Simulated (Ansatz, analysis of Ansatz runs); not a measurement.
# Y4S3N2 (C2/m), nudged elastic band: Cu_i hop between interstitial places (q = +1), part 2 of 3

Wanted: path and barrier of a jump of Cu in Y4S3N2 (C2/m) at charge +1. The case: Cu_i hop between interstitial places, in a cell of 54 host atoms with 1 Cu put in.

Ansatz 0.2.0; plane-wave PAW DFT, PBEsol; nudged elastic band between two relaxed defect structures at fixed charge in a uniform background.

So far: Starting point; Relaxation of the start point, charge +1; Relaxation of the end point, charge +1.

### 4. Nudged elastic band, charge +1

5 movable images are laid between the ends on a pair-potential path, which keeps atoms from colliding in the first guess. Each image feels the true force across the path and a spring force along it. The highest image is set to climb to the top of the path.

This step: plane-wave PAW DFT, PBEsol; nudged elastic band between two relaxed defect structures at fixed charge in a uniform background.

Contents of qp1.neb/input.yaml:

```yaml
crystal:
  lattice:
    - [12.77813411, 0.0, -0.02476517]
    - [0.0, 11.37446657, 0.0]
    - [-6.06062451, 0.0, 7.65368011]
  atoms:
    - { symbol: "Y", position: [0.26067804, 0.16691908, 0.65089305] }
    - { symbol: "Y", position: [0.75996043, 0.00153554, 0.65060055] }
    - { symbol: "Y", position: [0.23839251, -0.00098747, 0.35239805] }
    - { symbol: "Y", position: [0.74280233, 0.16664324, 0.35358555] }
    - { symbol: "Y", position: [0.43669537, 0.00080941, 0.14771179] }
    - { symbol: "Y", position: [0.93509017, 0.1666824, 0.14386588] }
    - { symbol: "Y", position: [0.06708273, 0.16689504, 0.85920259] }
    - { symbol: "Y", position: [0.56633446, 0.00120117, 0.85829934] }
    - { symbol: S, position: [0.00238011, -0.000643, 0.00293949] }
    - { symbol: S, position: [0.50076965, 0.16681221, 0.00162316] }
    - { symbol: S, position: [0.1768113, 0.00054812, 0.78637831] }
    - { symbol: S, position: [0.67474348, 0.16680626, 0.78452628] }
    - { symbol: S, position: [0.32860559, 0.16675954, 0.22574522] }
    - { symbol: S, position: [0.82698436, -0.00028772, 0.21691711] }
    - { symbol: "N", position: [0.14494977, 0.16669004, 0.36080576] }
    - { symbol: "N", position: [0.64572277, 0.00074315, 0.36193795] }
    - { symbol: "N", position: [0.35689385, -7.338e-05, 0.63995476] }
    - { symbol: "N", position: [0.85846285, 0.1668706, 0.64356377] }
    - { symbol: "Y", position: [0.26850876, 0.49916028, 0.6608165] }
    - { symbol: "Y", position: [0.75989771, 0.33239849, 0.65057929] }
    - { symbol: "Y", position: [0.23834405, 0.33418267, 0.35227435] }
    - { symbol: "Y", position: [0.74372177, 0.49758195, 0.35582457] }
    - { symbol: "Y", position: [0.43666794, 0.33246532, 0.14768968] }
    - { symbol: "Y", position: [0.92921082, 0.49909179, 0.13231923] }
    - { symbol: "Y", position: [0.06371953, 0.5005575, 0.85123217] }
    - { symbol: "Y", position: [0.5662758, 0.33256013, 0.85807431] }
    - { symbol: S, position: [0.00232183, 0.33425091, 0.00286578] }
    - { symbol: S, position: [0.50408383, 0.50069942, 0.0061134] }
    - { symbol: S, position: [0.17658254, 0.33305299, 0.7861161] }
    - { symbol: S, position: [0.67234248, 0.49962481, 0.78088597] }
    - { symbol: S, position: [0.32412919, 0.50089379, 0.21440225] }
    - { symbol: S, position: [0.82674418, 0.33389342, 0.21659106] }
    - { symbol: "N", position: [0.13591387, 0.51315579, 0.3682076] }
    - { symbol: "N", position: [0.64566502, 0.33272092, 0.36188144] }
    - { symbol: "N", position: [0.35678406, 0.33378865, 0.63975202] }
    - { symbol: "N", position: [0.85550423, 0.49894946, 0.64218096] }
    - { symbol: "Y", position: [0.26822928, 0.83459257, 0.66045212] }
    - { symbol: "Y", position: [0.76053991, 0.66701822, 0.6514978] }
    - { symbol: "Y", position: [0.24625995, 0.66665828, 0.35719301] }
    - { symbol: "Y", position: [0.74372822, 0.83566457, 0.35587026] }
    - { symbol: "Y", position: [0.44223246, 0.66664825, 0.15059942] }
    - { symbol: "Y", position: [0.92936175, 0.83424919, 0.13266903] }
    - { symbol: "Y", position: [0.06383138, 0.83341886, 0.85167679] }
    - { symbol: "Y", position: [0.56941477, 0.66692757, 0.86076956] }
    - { symbol: S, position: [0.00335372, 0.66683005, -0.00141814] }
    - { symbol: S, position: [0.50404588, 0.83280715, 0.00608586] }
    - { symbol: S, position: [0.14030961, 0.66701394, 0.72380619] }
    - { symbol: S, position: [0.67237865, 0.83396794, 0.78089558] }
    - { symbol: S, position: [0.32428899, 0.83261736, 0.21463313] }
    - { symbol: S, position: [0.82955313, 0.66684355, 0.22178926] }
    - { symbol: "N", position: [0.1361638, 0.8206459, 0.36806614] }
    - { symbol: "N", position: [0.64675192, 0.66671171, 0.36295306] }
    - { symbol: "N", position: [0.36447366, 0.66686381, 0.64693123] }
    - { symbol: "N", position: [0.85557049, 0.83469934, 0.64227481] }
    - { symbol: Cu, position: [0.05428793, 0.66591225, 0.41952187] }
total_charge: 1
basis:
  ecutwfc: 420
  xc_grid: 2
hamiltonian:
  xc: pbesol
kpoints:
  mp_grid: { grid: [1, 1, 1], shift: [0.25, 0.25, 0.25] }
scf:
  occupations: { method: fixed }
  max_iter: 120
output:
  forces: true
neb:
  images: 5
  f_tol: 0.04
  climbing: true
  initial_path: idpp
  max_iterations: 45
  order_check: false
  final_atoms:
    - { symbol: "Y", position: [0.25858297, 0.16692072, 0.64948335] }
    - { symbol: "Y", position: [0.76300127, -0.00047571, 0.65091682] }
    - { symbol: "Y", position: [0.24150191, 0.00116853, 0.35251029] }
    - { symbol: "Y", position: [0.74069154, 0.16665139, 0.35222011] }
    - { symbol: "Y", position: [0.43507694, 0.00099726, 0.14495588] }
    - { symbol: "Y", position: [0.93436288, 0.16667784, 0.1440035] }
    - { symbol: "Y", position: [0.06639633, 0.1668911, 0.85927913] }
    - { symbol: "Y", position: [0.5647426, 0.00106387, 0.85543046] }
    - { symbol: S, position: [-0.00093195, -0.00066599, 0.00026236] }
    - { symbol: S, position: [0.50067358, 0.16674881, 0.00151669] }
    - { symbol: S, position: [0.17461905, -0.00030182, 0.78640791] }
    - { symbol: S, position: [0.67270925, 0.16679433, 0.77720057] }
    - { symbol: S, position: [0.32661116, 0.16676396, 0.21847971] }
    - { symbol: S, position: [0.82475673, 0.0004927, 0.2169402] }
    - { symbol: "N", position: [0.14295198, 0.16668859, 0.35950107] }
    - { symbol: "N", position: [0.64456745, -0.00017308, 0.36346018] }
    - { symbol: "N", position: [0.35573525, 0.00086664, 0.64117485] }
    - { symbol: "N", position: [0.85648066, 0.16687697, 0.642366] }
    - { symbol: "Y", position: [0.25769488, 0.49793518, 0.64719214] }
    - { symbol: "Y", position: [0.76291463, 0.33442232, 0.65076085] }
    - { symbol: "Y", position: [0.2414387, 0.33204029, 0.35246304] }
    - { symbol: "Y", position: [0.73320787, 0.49894471, 0.34278906] }
    - { symbol: "Y", position: [0.43501982, 0.33238156, 0.14469783] }
    - { symbol: "Y", position: [0.93759724, 0.50013887, 0.15136682] }
    - { symbol: "Y", position: [0.0719511, 0.49932565, 0.87018873] }
    - { symbol: "Y", position: [0.56471546, 0.33277688, 0.85540348] }
    - { symbol: S, position: [-0.00099433, 0.3341905, 0.00018417] }
    - { symbol: S, position: [0.49735272, 0.50072984, -0.00299542] }
    - { symbol: S, position: [0.17433007, 0.33381819, 0.78600505] }
    - { symbol: S, position: [0.67706544, 0.50091648, 0.78832602] }
    - { symbol: S, position: [0.3289347, 0.49958296, 0.22200226] }
    - { symbol: S, position: [0.82454583, 0.33304456, 0.21669385] }
    - { symbol: "N", position: [0.14583189, 0.49891286, 0.36080135] }
    - { symbol: "N", position: [0.64445791, 0.33357942, 0.36321512] }
    - { symbol: "N", position: [0.35567757, 0.33279256, 0.64110738] }
    - { symbol: "N", position: [0.86517485, 0.51290741, 0.63500241] }
    - { symbol: "Y", position: [0.25769639, 0.83594921, 0.64725933] }
    - { symbol: "Y", position: [0.75527766, 0.66689668, 0.64599075] }
    - { symbol: "Y", position: [0.24096212, 0.66655547, 0.35165241] }
    - { symbol: "Y", position: [0.73285139, 0.8344445, 0.3423336] }
    - { symbol: "Y", position: [0.4319689, 0.66662572, 0.14223801] }
    - { symbol: "Y", position: [0.93770039, 0.83301196, 0.15185165] }
    - { symbol: "Y", position: [0.07219064, 0.83448076, 0.87069745] }
    - { symbol: "Y", position: [0.55924333, 0.66691911, 0.85260757] }
    - { symbol: S, position: [-0.00188483, 0.66673733, 0.00450667] }
    - { symbol: S, position: [0.49728002, 0.83287636, -0.00306001] }
    - { symbol: S, position: [0.17173118, 0.66669437, 0.78108971] }
    - { symbol: S, position: [0.67725, 0.83270741, 0.78856034] }
    - { symbol: S, position: [0.32902612, 0.83394921, 0.22210553] }
    - { symbol: S, position: [0.86106507, 0.66654433, 0.27928169] }
    - { symbol: "N", position: [0.14590194, 0.83455564, 0.36088889] }
    - { symbol: "N", position: [0.63686065, 0.66672393, 0.35623994] }
    - { symbol: "N", position: [0.35477881, 0.66685722, 0.6402076] }
    - { symbol: "N", position: [0.86556759, 0.82034602, 0.63481663] }
    - { symbol: Cu, position: [-0.05291823, 0.66794331, 0.5832042] }
```

On the command line:

```console
> ansatz run input.yaml --threads 32 --pin off --max-ram 84787MiB --backend cuda --events-out ev --progress --plain --runs-dir out --max-vram 78GiB
```

Numbers of over 12 decimals in the logs are rounded to 6 here.

The log of the run:

```text
Warning: neb: disabling space-group detection — the band's intermediate images generally break the endpoint symmetry, so the full k-mesh is solved, and no spatial operation symmetrises the density, ex [...]
[...]
Crystal: 55 atoms, lattice volume = 1110.713 Å³
Basis set: ecut = 420 eV, 21699 PW (Γ), exchange–correlation on 180×160×144 points (8 copies of the dense FFT grid, shifted against one another)
[...]
SCF iter   1: F=—  HF=-118258.900066 eV  |F-HF|=—  |Δ(HF+E_count)|=         —  Δρ=8.74e-3  dr2=1.18e0  ethr=1.77e-3  ⟨swp⟩=5.0  Hψ=802  notcnv=0  defer=53
[...]
SCF iter   2: F=—  HF=-118258.759330 eV  |F-HF|=—  |Δ(HF+E_count)|=   1.41e-1  Δρ=9.11e-3  dr2=6.27e-1  ethr=2.61e-4  ⟨swp⟩=3.0  Hψ=528  notcnv=0  defer=53
[...]
SCF iter  10: F=-118258.647481 eV  HF=-118258.647481 eV  |F-HF|=5.56e-8  |Δ(HF+E_count)|=   1.33e-7  Δρ=2.45e-6  dr2=9.75e-8  ethr=2.22e-11  ⟨swp⟩=3.0  Hψ=1002  notcnv=0
SCF 1 converged in 10 iterations: F = -118258.647481 eV  dr2 = 9.75e-8
[...]
SCF 11 converged in 11 iterations: F = -118258.298696 eV  dr2 = 9.00e-8
[...]
SCF 33 converged in 10 iterations: F = -118258.603457 eV  dr2 = 1.14e-8
[...]
SCF 41 converged in 7 iterations: F = -118258.507620 eV  dr2 = 2.36e-8
[...]
SCF converged after 7 iterations
[...]
```

Wall time 17 s (1 × NVIDIA GB200 with 32 threads of Arm Neoverse V2, shared host); peak memory 2.1 GiB; 70 s of CPU time.

Images along the path:

```csv
image,path (Å),energy (eV),"Cu55: x, y, z (Å)"
0,0.000,0.0000,"-1.849, 7.574, 3.210"
1,0.573,0.0690,"-2.227, 7.325, 3.434"
2,1.150,0.1330,"-2.638, 7.560, 3.627"
3,1.726,0.1080,"-3.102, 7.583, 3.879"
4,2.303,0.1390,"-3.573, 7.598, 4.116"
5,2.752,0.0710,"-3.904, 7.435, 4.273"
6,3.201,0.0000,"-4.211, 7.597, 4.465"
```

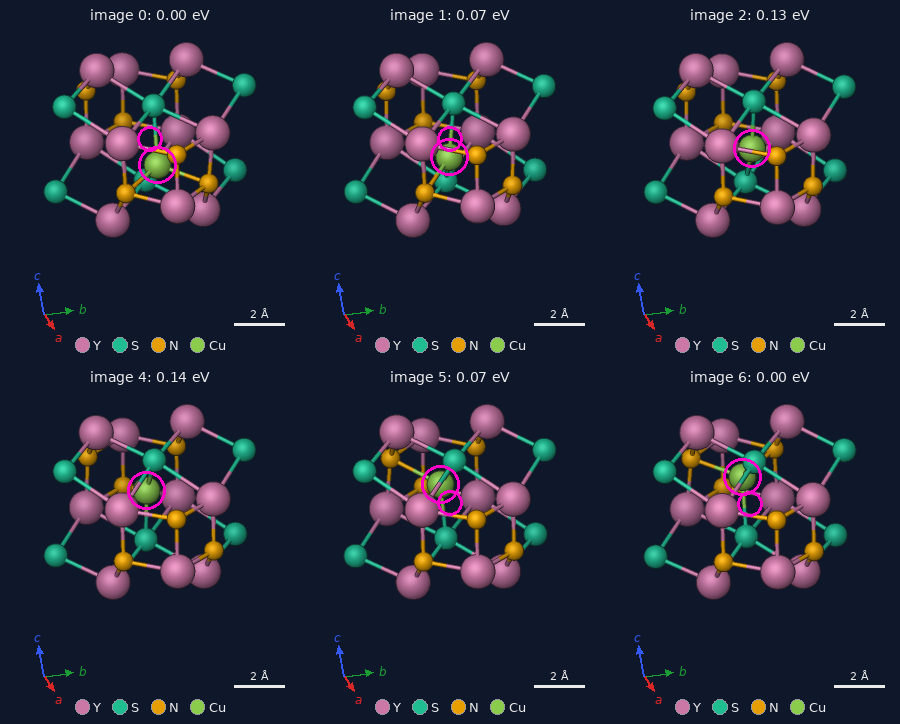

Images along the path; Cu55 is ringed. A ring with no atom in it marks the empty centre.

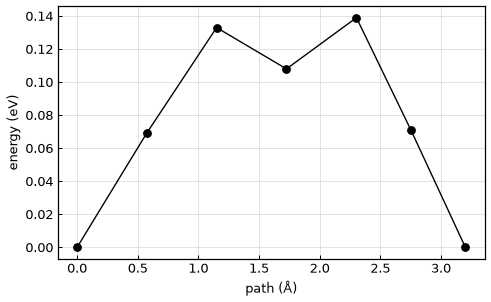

Energy along the path.

Numbers from this step:

```
free energy      : -118258.5076 eV
barrier forward  : 0.1399 eV
barrier backward : 0.1399 eV
end less start   : 4.39e-6 eV
hop length       : 2.675 Å
```

Track of the atom that was set to move:

```csv
image,x (Å),y (Å),z (Å),nearest neighbour,distance (Å)
0,-1.849,7.574,3.21,N,2.238
1,-2.227,7.325,3.434,S,2.199
2,-2.638,7.56,3.627,S,2.142
3,-3.102,7.583,3.879,S,2.134
4,-3.573,7.598,4.116,S,2.156
5,-3.904,7.435,4.273,S,2.207
6,-4.211,7.597,4.465,N,2.235
```

The band met its tolerance of 0.04 eV/Å after 8 iterations, with image 4 on top (the start counts as 0). Cu55, which moves farthest between the ends, has 2 N at 2.24 to 2.26 Å and 2 S at 2.25 to 2.44 Å nearest at the start and 2 S at 2.16 to 2.19 Å at the top. The path has 2 maxima, and only the highest was climbed; it lies 0.03 eV above the dip at image 3.

### 5. Single point at the start point, PBEsol, denser k-mesh

Three single points on a mesh of more k-points (start, top, end) test the sampling. The start is shown; top and end are run alike.

This step: plane-wave PAW DFT, PBEsol; single point of a defect supercell on a structure of the PBEsol path.

Contents of qp1.start.mesh/input.yaml:

```yaml
crystal:
  lattice:
    - [12.77813411, 0.0, -0.02476517]
    - [0.0, 11.37446657, 0.0]
    - [-6.06062451, 0.0, 7.65368011]
  atoms:
    - { symbol: "Y", position: [0.26067804, 0.16691908, 0.65089305] }
    - { symbol: "Y", position: [0.75996043, 0.00153554, 0.65060055] }
    - { symbol: "Y", position: [0.23839251, -0.00098747, 0.35239805] }
    - { symbol: "Y", position: [0.74280233, 0.16664324, 0.35358555] }
    - { symbol: "Y", position: [0.43669537, 0.00080941, 0.14771179] }
    - { symbol: "Y", position: [0.93509017, 0.1666824, 0.14386588] }
    - { symbol: "Y", position: [0.06708273, 0.16689504, 0.85920259] }
    - { symbol: "Y", position: [0.56633446, 0.00120117, 0.85829934] }
    - { symbol: S, position: [0.00238011, -0.000643, 0.00293949] }
    - { symbol: S, position: [0.50076965, 0.16681221, 0.00162316] }
    - { symbol: S, position: [0.1768113, 0.00054812, 0.78637831] }
    - { symbol: S, position: [0.67474348, 0.16680626, 0.78452628] }
    - { symbol: S, position: [0.32860559, 0.16675954, 0.22574522] }
    - { symbol: S, position: [0.82698436, -0.00028772, 0.21691711] }
    - { symbol: "N", position: [0.14494977, 0.16669004, 0.36080576] }
    - { symbol: "N", position: [0.64572277, 0.00074315, 0.36193795] }
    - { symbol: "N", position: [0.35689385, -7.338e-05, 0.63995476] }
    - { symbol: "N", position: [0.85846285, 0.1668706, 0.64356377] }
    - { symbol: "Y", position: [0.26850876, 0.49916028, 0.6608165] }
    - { symbol: "Y", position: [0.75989771, 0.33239849, 0.65057929] }
    - { symbol: "Y", position: [0.23834405, 0.33418267, 0.35227435] }
    - { symbol: "Y", position: [0.74372177, 0.49758195, 0.35582457] }
    - { symbol: "Y", position: [0.43666794, 0.33246532, 0.14768968] }
    - { symbol: "Y", position: [0.92921082, 0.49909179, 0.13231923] }
    - { symbol: "Y", position: [0.06371953, 0.5005575, 0.85123217] }
    - { symbol: "Y", position: [0.5662758, 0.33256013, 0.85807431] }
    - { symbol: S, position: [0.00232183, 0.33425091, 0.00286578] }
    - { symbol: S, position: [0.50408383, 0.50069942, 0.0061134] }
    - { symbol: S, position: [0.17658254, 0.33305299, 0.7861161] }
    - { symbol: S, position: [0.67234248, 0.49962481, 0.78088597] }
    - { symbol: S, position: [0.32412919, 0.50089379, 0.21440225] }
    - { symbol: S, position: [0.82674418, 0.33389342, 0.21659106] }
    - { symbol: "N", position: [0.13591387, 0.51315579, 0.3682076] }
    - { symbol: "N", position: [0.64566502, 0.33272092, 0.36188144] }
    - { symbol: "N", position: [0.35678406, 0.33378865, 0.63975202] }
    - { symbol: "N", position: [0.85550423, 0.49894946, 0.64218096] }
    - { symbol: "Y", position: [0.26822928, 0.83459257, 0.66045212] }
    - { symbol: "Y", position: [0.76053991, 0.66701822, 0.6514978] }
    - { symbol: "Y", position: [0.24625995, 0.66665828, 0.35719301] }
    - { symbol: "Y", position: [0.74372822, 0.83566457, 0.35587026] }
    - { symbol: "Y", position: [0.44223246, 0.66664825, 0.15059942] }
    - { symbol: "Y", position: [0.92936175, 0.83424919, 0.13266903] }
    - { symbol: "Y", position: [0.06383138, 0.83341886, 0.85167679] }
    - { symbol: "Y", position: [0.56941477, 0.66692757, 0.86076956] }
    - { symbol: S, position: [0.00335372, 0.66683005, -0.00141814] }
    - { symbol: S, position: [0.50404588, 0.83280715, 0.00608586] }
    - { symbol: S, position: [0.14030961, 0.66701394, 0.72380619] }
    - { symbol: S, position: [0.67237865, 0.83396794, 0.78089558] }
    - { symbol: S, position: [0.32428899, 0.83261736, 0.21463313] }
    - { symbol: S, position: [0.82955313, 0.66684355, 0.22178926] }
    - { symbol: "N", position: [0.1361638, 0.8206459, 0.36806614] }
    - { symbol: "N", position: [0.64675192, 0.66671171, 0.36295306] }
    - { symbol: "N", position: [0.36447366, 0.66686381, 0.64693123] }
    - { symbol: "N", position: [0.85557049, 0.83469934, 0.64227481] }
    - { symbol: Cu, position: [0.05428793, 0.66591225, 0.41952187] }
total_charge: 1
basis:
  ecutwfc: 420
  xc_grid: 2
hamiltonian:
  xc: pbesol
kpoints:
  mp_grid: { grid: [2, 2, 2], shift: [0.5, 0.5, 0.5] }
scf:
  occupations: { method: fixed }
  max_iter: 120
output:
  forces: true
  eigenvalues: true
checkpoint:
  write: "../qp1.start.mesh.run"
  compress: false
  write_wavefunctions: false
  write_every: 100000
```

The log of the run:

```text
[...]
Crystal: 55 atoms, lattice volume = 1110.713 Å³
Basis set: ecut = 420 eV, 21699 PW (Γ), exchange–correlation on 180×160×144 points (8 copies of the dense FFT grid, shifted against one another)
Bands: 280, of which v1, the nominal top of the filled ones, is band 225 counted from 1 (224 counted from 0)
[...]
SCF iter   1: F=—  HF=-118259.190963 eV  |F-HF|=—  |Δ(HF+E_count)|=         —  Δρ=8.87e-3  dr2=1.20e0  ethr=1.77e-3  ⟨swp⟩=5.0  Hψ=3446  notcnv=0  defer=208
[...]
SCF iter   2: F=—  HF=-118259.036149 eV  |F-HF|=—  |Δ(HF+E_count)|=   1.55e-1  Δρ=8.99e-3  dr2=6.18e-1  ethr=2.67e-4  ⟨swp⟩=2.0  Hψ=2196  notcnv=0  defer=212
[...]
automatic band count: iteration 3 solves 260 bands in place of 280: the levels show a gap, and the empty bands left out lie too high to hold charge; the band table lists the bands solved (type scf.n_e [...]
[...]
SCF iter   5: F=—  HF=-118258.924987 eV  |F-HF|=—  |Δ(HF+E_count)|=   1.22e-3  Δρ=5.19e-4  dr2=2.35e-3  ethr=3.01e-6  ⟨swp⟩=2.0  Hψ=1304  notcnv=0  defer=132
SCF iter   6: F=—  HF=-118258.925344 eV  |F-HF|=—  |Δ(HF+E_count)|=   3.57e-4  Δρ=2.01e-4  dr2=3.61e-4  ethr=5.23e-7  ⟨swp⟩=2.0  Hψ=1820  notcnv=0  defer=126
[...]
SCF 1 converged in 10 iterations: F = -118258.925921 eV  dr2 = 7.55e-8
[...]
SCF converged after 10 iterations
[...]
```

Elapsed: 2.3 s, on 1 × NVIDIA GB200 with 32 threads; peak memory 1.2 GiB.

Numbers from this step:

```
free energy : -118258.9259 eV
```

### 6. Barrier from single points, PBEsol, denser k-mesh

Analysis of the runs above: barrier from PBEsol single points on the PBEsol path.

It gives:

```
barrier forward  : 0.1557 eV
barrier backward : 0.1556 eV
end less start   : 1.07e-4 eV
```

This gives 0.156 eV against the band's 0.140 eV (backward 0.156 against 0.140 eV). This mesh holds only the band's own point and its sign variants, so it tests the average over those and no finer sampling.

### 7. Single point at the start point, HSE06

A whole band with exact exchange would cost too much, so three single points on the path found stand in. The start is shown; top and end are run alike.

This step: plane-wave PAW DFT, HSE06; single point of a defect supercell on a structure of the PBEsol path.

qp1.start.hse06/input.yaml, as its differences from qp1.start.mesh/input.yaml of step 5:

```diff
@@ -66,5 +66,5 @@
 hamiltonian:
-  xc: pbesol
+  xc: hse06
 kpoints:
-  mp_grid: { grid: [2, 2, 2], shift: [0.5, 0.5, 0.5] }
+  mp_grid: { grid: [1, 1, 1], shift: [0.25, 0.25, 0.25] }
 scf:
@@ -76,3 +76,3 @@
 checkpoint:
-  write: "../qp1.start.mesh.run"
+  write: "../qp1.start.hse06.run"
   compress: false
```

The log of the run:

```text
Warning: kpoints.mp_grid.shift: disabling space-group detection — at a shift other than 0 and half a step a hybrid functional's run that is held to the crystal's symmetry can end above its lowest stat [...]
exact exchange: scf.exx.singularity resolves to wigner_seitz, which cuts the screened interaction at the faces of the exchange supercell's Wigner-Seitz cell, so that each pair interacts once, at the s [...]
[...]
Crystal: 55 atoms, lattice volume = 1110.713 Å³
Basis set: ecut = 420 eV, 21699 PW (Γ), exchange–correlation on 180×160×144 points (8 copies of the dense FFT grid, shifted against one another)
Bands: 280, of which v1, the nominal top of the filled ones, is band 225 counted from 1 (224 counted from 0)
[...]
k-points: 1
[...]
hybrid outer 1: dexx = +2.217e-1 eV, tail = 2.14e-4 eV
[...]
SCF 3 converged in 7 iterations: F = -120025.494533 eV  dr2 = 4.06e-9
[...]
SCF 4 converged in 2 iterations: F = -120025.494533 eV  dr2 = 1.74e-9
[...]
hybrid outer 3: dexx = +1.908e-9 eV, tail = 3.76e-9 eV, Δε = 2.00e-4 eV (about 6.11e-5 eV left of the loop's levels), ΔF = 9.83e-5 eV/Å (tail 2.30e-4)
[...]
--- Band table (eV) ---
[...]
```

Wall time 9.4 s (1 × NVIDIA GB200 with 32 threads); peak memory 2.5 GiB.

Read from the output:

| Property | Result |
| --- | --- |
| free energy | -120025.4945 eV |

### 8. Barrier from single points, HSE06

Analysis of the runs above: barrier from HSE06 single points on the PBEsol path.

It gives:

```
barrier forward  : 0.06663 eV
barrier backward : 0.06678 eV
end less start   : -1.52e-4 eV
```

This gives 0.067 eV against the band's 0.140 eV.

(Continued in part 3 of 3.)

[Logs are printed without paths, hosts, clocks, repeated set-up lines and the standing remarks that a program may print on its own settings, such as how far it seeks lower states.]

[Hosts, paths, dates, database ids (printed as entryN), source tags and the programs' standing remarks are cut or masked in the printed files.]
